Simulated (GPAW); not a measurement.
Two runs for the O K edge of atom 2 in SnO2 (R-3m). Run A: GPAW, LDA, full core hole (charged cell), 21-atom cell with 6.9 Å between holes, 3×3×3 k points, dipole transitions, Gaussian full width 0.9 eV up to 4 eV, rising linearly to 3.5 eV at 25 eV. Run B differs in one choice.

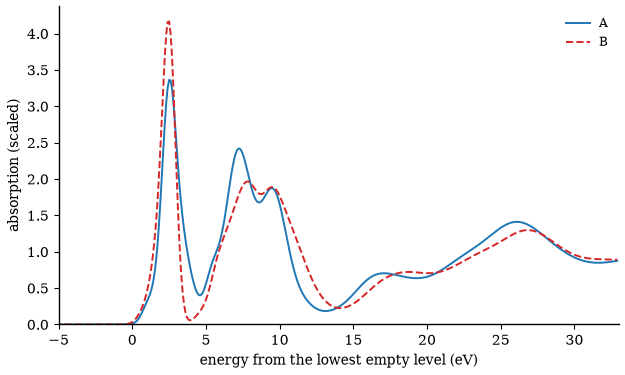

Energy from the lowest empty level; intensity scaled to a mean of 1 over the first 20 eV.

What was changed?
a) the broadening
b) the volume of the cell
c) the size of the supercell
d) the plane-wave cutoff

(c): run B changes the supercell atoms from 21 to 3, and the k mesh follows the cell. The scaled spectrum changes by 27 % r.m.s. The highest intensity below 16 eV goes from 2.5 eV (3.36) to 2.5 eV (4.17). Other settings could leave a like mark; this is the one that was changed.

[Hosts, paths, dates, database ids (printed as entryN), source tags and the programs' standing remarks are cut or masked in the printed files.]

[Lists of maxima count a maximum above −3 eV only where it reaches 4 % of the highest in the window and stands out from its surroundings by 2 % of it (1.5 % where it reaches 55 %); shoulders and weaker maxima are passed over, and of the rest the first, up to two pre-edge ones and the few strongest are named.]
